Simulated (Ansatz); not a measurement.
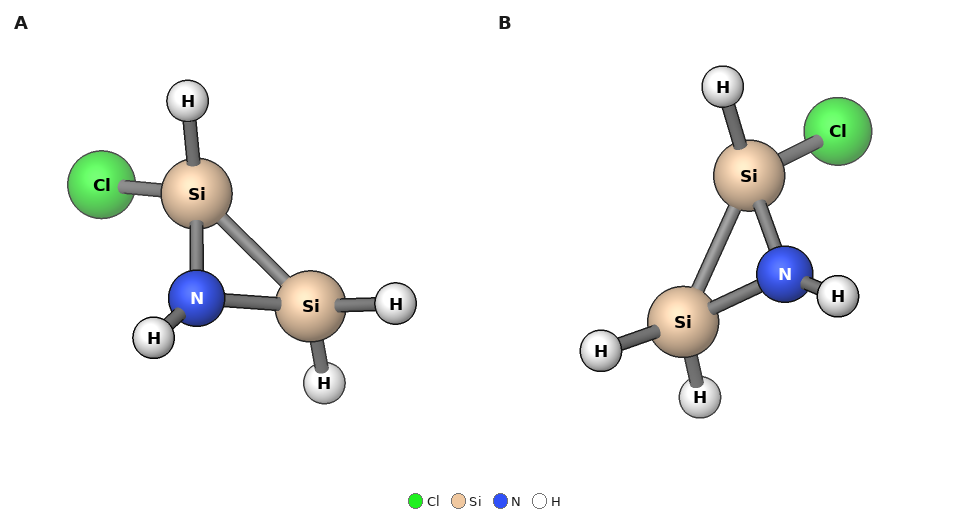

Depth is shown by fading: the farther an atom, the more it takes the colour of the background. Computed geometry: PBE-D4/def2-SVP optimisation. No frequency run is at hand to confirm it as a minimum.

### Are A and B the same structure? If not, how do they differ?

No. They are enantiomers, mirror images that no rotation superimposes: A is Cl[Si@H]1N[SiH2]1 (S), B is Cl[Si@@H]1N[SiH2]1 (R). Their energies are equal.
